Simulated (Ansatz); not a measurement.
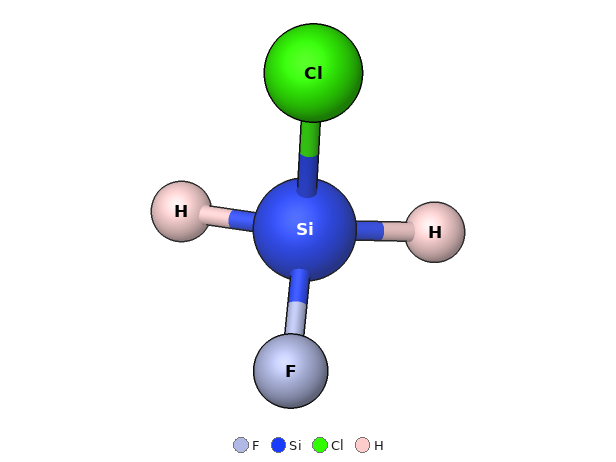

Starting geometry of the run.

Input file:

```yaml
crystal:
  periodic: [false, false, false]
  atoms:
    - {symbol: F, position_ang: [-0.468297, 0.123519, 1.504591]}
    - {symbol: Si, position_ang: [0.098002, -0.085629, 0.034341]}
    - {symbol: Cl, position_ang: [-1.064507, 0.955950, -1.272389]}
    - {symbol: H, position_ang: [0.014572, -1.521451, -0.293739]}
    - {symbol: H, position_ang: [1.470128, 0.453910, -0.014105]}
basis:
  gaussian: {orbitals: def2-SVP}
hamiltonian: {xc: {name: r2SCAN}, dispersion: d4}
md: {timestep: 0.5 fs, n_steps: 20, ensemble: nvt_nose_hoover, temperature: 700, initial_velocities: maxwell_boltzmann, seed: 406}
```

It was started with:

```sh
ansatz run in.yaml --threads 2 --pin off --events-out ev --progress --plain --max-ram 32768MiB --backend cpu
```

Output (its end):

```
mean field -23141.00714277 eV, -850.4163269589 hartree, gradient 1.0e-5 eV, S^2 0.000000; 0 other end points of the search recorded, 0 dependent functions left out
the calculation of the forces begins
reference -23141.00714969 eV, -850.4163272132 hartree; 21, 21 occupied and 39, 39 virtual orbitals, 655 factors
md step    19: t =     9.50 fs  T =   246.4 K  F+E_penalty+E_count = -23141.02618446 eV  E_kin = 0.095557 eV  conserved = -23140.93102954 eV  (30 SCF iters)
these checks for a lower state are left out or cut short: starts, cluster_reference, orbital_swaps, neighbouring_geometries, increment
655 factors; their error is unknown
mean field -23140.99674850 eV, -850.4159449766 hartree, gradient 1.0e-5 eV, S^2 0.000000; 0 other end points of the search recorded, 0 dependent functions left out
the calculation of the forces begins
reference -23140.99675542 eV, -850.4159452308 hartree; 21, 21 occupied and 39, 39 virtual orbitals, 655 factors
655 factors; their error is unknown
mean field -23140.99674850 eV, -850.4159449766 hartree, gradient 1.0e-5 eV, S^2 0.000000; 1 other end points of the search recorded, 0 dependent functions left out
the calculation of the forces begins
reference -23140.99675542 eV, -850.4159452308 hartree; 21, 21 occupied and 39, 39 virtual orbitals, 655 factors
md step    20: t =    10.00 fs  T =   220.0 K  F+E_penalty+E_count = -23141.01580425 eV  E_kin = 0.085321 eV  conserved = -23140.93091936 eV  (25 SCF iters)
Total energy: -23141.01581117 eV, -850.4166455165 hartree
Atom 0 at    -0.494724     0.156773     1.467348 Å, force    -0.418038    -0.083093     0.716966 eV/Å
Atom 1 at     0.113282    -0.099581     0.005121 Å, force    -0.075527    -1.754468     0.785957 eV/Å
Atom 2 at    -1.061967     0.951616    -1.236342 Å, force    -0.439702     0.322663    -0.891734 eV/Å
Atom 3 at     0.045488    -1.659735    -0.202315 Å, force     0.156883     1.451064    -0.143004 eV/Å
Atom 4 at     1.422233     0.506606     0.142795 Å, force     0.776385     0.063834    -0.468185 eV/Å
Dipole moment:     0.231185    -0.142287    -0.181554 e Å
```

The run converged.
